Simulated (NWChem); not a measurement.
# singlet [BF2]+ at 6 levels

Wanted: a comparison of 6 runs (M06-2X/cc-pVTZ, PBE0/cc-pVTZ, BLYP/cc-pVTZ, TPSS/cc-pVTZ, r2SCAN/cc-pVTZ, CCSD(T)/cc-pVTZ) of singlet [BF2]+. 

The calculation is run with NWChem 7.3.0.

## Step 1: The system as given

[BF2]+ has 3 atoms, charge +1, and is taken as a singlet. As SMILES of the parent species, `F[B]F`. The shape is that of a PBE0-D4/def2-TZVP optimisation. That shape belongs to the parent species and isn't relaxed for this state.

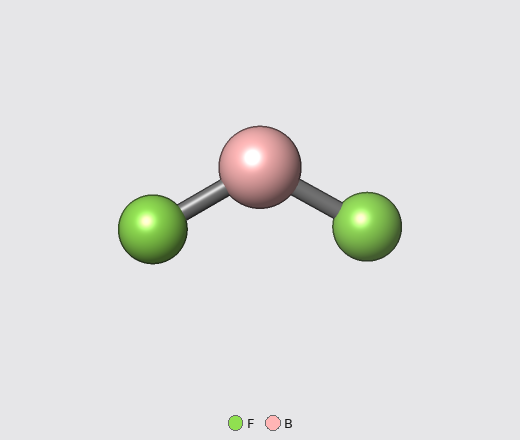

Viewed from a chosen angle; fluorine green, boron pink.

## Step 2: A single-point energy at M06-2X/cc-pVTZ (run 1)

Input file bf2.nw:

```
start bf2
memory total 2200 mb
charge 1
geometry units angstrom noautosym nocenter noautoz
  F        0.513100      -1.044300       0.160000
  B        0.279000       0.240500       0.181300
  F       -0.802900       0.738900      -0.354600
end
basis spherical bse
  F library cc-pVTZ
  B library cc-pVTZ
end
dft
  xc m06-2x
  grid fine
  convergence energy 1e-08
  maxiter 100
  mulliken
  print low
end
task dft energy
```

Launch:

```
$ nwchem bf2.nw > bf2.out
```

Standard output:

```text
[...]
 d= 0,ls=0.0,diis     1   -223.8748797728 -2.79D+02  1.44D-02  4.04D+00     1.3
[...]
 d= 0,ls=0.0,diis     9   -224.2070466029 -6.49D-09  6.08D-07  7.39D-09     9.0
         Total DFT energy =     -224.207046602874
      One electron energy =     -413.399335062212
           Coulomb energy =      158.442551117638
    Exchange-Corr. energy =      -24.552550961804
 Nuclear repulsion energy =       55.302288303504
[...]
      Total Density - Mulliken Population Analysis
     ---------------------------------------------
    Atom       Charge   Shell Charges
 -----------   ------   -------------------------------------------------------
    1 F    9     8.95   1.95  0.28  1.06  0.59  1.55  2.38  1.13  0.00  0.01  0.00
    2 B    5     4.10   1.96  0.17  0.50  0.01  0.55  0.57  0.03  0.12  0.12  0.07
    3 F    9     8.95   1.95  0.28  1.06  0.59  1.55  2.38  1.13  0.00  0.01  0.00
[...]
```

Run time: 9.9 s. Hardware: 1 thread of Intel Xeon Platinum 8488C (Sapphire Rapids), shared host; peak memory 0.11 GiB.

## Step 3: The energy at PBE0/cc-pVTZ (run 2)

Input file run.py:

```python
from ase import Atoms
from ase.calculators.nwchem import NWChem

molecule = Atoms('FBF', positions=[
    [0.513100, -1.044300, 0.160000],
    [0.279000, 0.240500, 0.181300],
    [-0.802900, 0.738900, -0.354600],
])

calc = NWChem(
    label='struct',
    theory='dft',
    memory='2200 mb',
    basis='cc-pVTZ',
    basispar='spherical bse',
    charge=1,
    dft={'xc': 'pbe0', 'mult': '1', 'grid': 'fine', 'convergence': 'energy 1e-08', 'iterations': '100', 'mulliken': None, 'print': 'low'},
    task='energy',
)
molecule.calc = calc

print(f"energy = {molecule.get_potential_energy():.6f} eV")
```

Launch:

```
$ export ASE_NWCHEM_COMMAND="nwchem PREFIX.nwi > PREFIX.nwo"
$ python run.py
```

Standard output:

```text
energy = -6096.727172 eV
```

The calculator wrote struct.nwi:

```
title "struct"

permanent_dir struct

scratch_dir struct

start struct

geometry units angstrom nocenter noautosym noautoz
  F  5.1310000000000000e-01 -1.0443000000000000e+00 1.6000000000000000e-01
  B  2.7900000000000003e-01 2.4049999999999999e-01 1.8129999999999999e-01
  F  -8.0289999999999995e-01 7.3890000000000000e-01 -3.5460000000000003e-01
end

charge 1

memory 2200 mb

basis spherical bse noprint
   * library cc-pVTZ
end

dft
  xc pbe0
  mult 1
  grid fine
  convergence energy 1e-08
  iterations 100
  mulliken
  print low
end

task dft energy
```

struct.nwo:

```text
Northwest Computational Chemistry Package (NWChem) 7.3.0
             --------------------------------------------------------

           Job information
           ---------------

    nwchem branch   = 7.3.0
    use scalapack   = T
    input           = struct.nwi
    prefix          = struct.
    data base       = struct/struct.db
    status          = startup
    nproc           =        1

           Memory information
           ------------------

[... 5 lines left out ...]
    hardfail = no
[... 35 lines left out ...]
            Nuclear Dipole moment (a.u.)
[... 71 lines left out ...]
         Total DFT energy =     -224.050592878233
[... 1 line left out ...]
           Coulomb energy =      158.521386897804
[... 1 line left out ...]
 Nuclear repulsion energy =       55.302288303504
[... 15 lines left out ...]
     -------------------------------------------
      Total Density - Lowdin Population Analysis
     -------------------------------------------

    Atom       Charge   Shell Charges
 -----------   ------   -------------------------------------------------------
    1 F    9     8.40   1.59  0.54  0.89  0.48  1.52  2.21  1.15  0.00  0.02  0.00
    2 B    5     5.19   1.61  0.35  0.46  0.14  0.53  0.75  0.23  0.22  0.54  0.35
    3 F    9     8.40   1.59  0.54  0.89  0.48  1.52  2.21  1.15  0.00  0.02  0.00

 Task  times  cpu:        9.0s     wall:        9.0s
 Total times  cpu:        9.0s     wall:        9.0s
```

It took 10 s on 1 thread of Intel Xeon Platinum 8488C (Sapphire Rapids), shared host; peak memory 0.11 GiB.

Run 3 isn't shown in full; the table further down has it.

## Step 4: The energy at TPSS/cc-pVTZ (run 4)

Input file m1.xyz:

```xyz
3
BF2
F      0.513100    -1.044300     0.160000
B      0.279000     0.240500     0.181300
F     -0.802900     0.738900    -0.354600
```

Input file m1.nw:

```
start m1
title "BF2"
memory stack 880 mb heap 220 mb global 1100 mb
charge 1
geometry units angstroms noautosym nocenter noautoz
  load m1.xyz
end
basis spherical bse
  * library cc-pVTZ
end
dft
  xc xtpss03 ctpss03
  grid fine
  convergence energy 1e-08
  maxiter 100
  mulliken
  noprint "final vectors analysis"
end
task dft energy
```

Launch:

```
$ nwchem m1.nw > m1.out
```

Standard output:

```text
[...]
          Wavefunction type:  closed shell.
          No. of atoms     :     3
          No. of electrons :    22
[...]
          Charge           :     1
          Spin multiplicity:     1
[...]
          AO basis - number of functions:    90
[...]
              XC Information
              --------------
                  TPSS metaGGA Exchange Functional  1.000
             TPSS03 metaGGA Correlation Functional  1.000
[...]
 d= 0,ls=0.0,diis     1   -223.9519171586 -2.79D+02  2.09D-02  3.99D+00     1.2
[...]
 d= 0,ls=0.0,diis    10   -224.2994219567 -7.59D-09  4.56D-07  2.46D-08     9.8
         Total DFT energy =     -224.299421956691
      One electron energy =     -413.479381430703
           Coulomb energy =      158.518007553813
    Exchange-Corr. energy =      -24.640336383305
 Nuclear repulsion energy =       55.302288303505
[...]
      Total Density - Mulliken Population Analysis
     ---------------------------------------------
    Atom       Charge   Shell Charges
 -----------   ------   -------------------------------------------------------
    1 F    9     8.91   1.94  0.29  1.07  0.58  1.56  2.35  1.10  0.00  0.01  0.00
    2 B    5     4.18   1.96  0.17  0.51  0.01  0.58  0.60  0.05  0.11  0.11  0.06
    3 F    9     8.91   1.94  0.29  1.07  0.58  1.56  2.35  1.10  0.00  0.01  0.00
[...]
```

Run time: 11 s. Hardware: 1 thread of Intel Xeon Platinum 8488C (Sapphire Rapids), shared host; peak memory 0.11 GiB.

Run 5 isn't shown in full; the table further down has it.

## Step 5: The energy at CCSD(T)/cc-pVTZ (run 6)

Input file bf2.xyz:

```xyz
3
BF2
F      0.513100    -1.044300     0.160000
B      0.279000     0.240500     0.181300
F     -0.802900     0.738900    -0.354600
```

Input file bf2.nw:

```
start bf2
title "BF2"
memory stack 880 mb heap 220 mb global 1100 mb
charge 1
geometry units angstroms noautosym nocenter noautoz
   load bf2.xyz
end
basis spherical bse
   * library cc-pVTZ
end
scf
   thresh 1e-08
   maxiter 80
   print medium
end
ccsd
   freeze core 3
   maxiter 60
end
task ccsd(t) energy
```

Launch:

```
$ nwchem bf2.nw > bf2.out
```

Standard output:

```text
[...]
  functions       =    90
[...]
  wavefunction    = RHF
[...]
         Total SCF energy =   -223.324949731253
      One-electron energy =   -413.582014630594
      Two-electron energy =    134.954776595836
 Nuclear repulsion energy =     55.302288303505
        Time for solution =     10.5s
[...]
 Total MP2 energy:           -223.905078130409663
[...]
             energy      energy      error      ampl     ampl      Block
                                                time     time      time
[...]
 Total CCSD energy:           -223.901495282467693
[...]
 Total CCSD+T(CCSD) energy:           -223.924519426244501
[...]
 Total CCSD(T) energy:                -223.921908838082658
[...]
```

Run time: 93 s. Hardware: 1 thread of Intel Xeon Platinum 8488C (Sapphire Rapids), shared host; peak memory 0.22 GiB.

## Step 6: All runs side by side

```csv
run,level,integration grid,iteration cap,energy (Eh),wall time
1,M06-2X/cc-pVTZ,fine,100,-224.207047,9.9 s
2,PBE0/cc-pVTZ,fine,100,-224.050593,10 s
3,BLYP/cc-pVTZ,fine,100,-224.270464,11 s
4,TPSS/cc-pVTZ,fine,100,-224.299422,11 s
5,r2SCAN/cc-pVTZ,fine,100,-224.182682,11 s
6,CCSD(T)/cc-pVTZ,–,80,-223.921909,93 s
```

## Step 7: Outcome

```
                                          quantity          value
                               run 6: total energy  -223.92191 Eh
        run 6: HOMO energy (Hartree–Fock orbitals)      -26.79 eV
        run 6: LUMO energy (Hartree–Fock orbitals)       -9.52 eV
      run 6: HOMO–LUMO gap (Hartree–Fock orbitals)       17.27 eV
run 6: correlation energy (3 core orbitals frozen)     -597.0 mEh
                             run 6: (T) correction     -20.41 mEh
```

Totals of different functionals can't be ranked against each other. All runs together took 2.4 min, the longest 93 s.
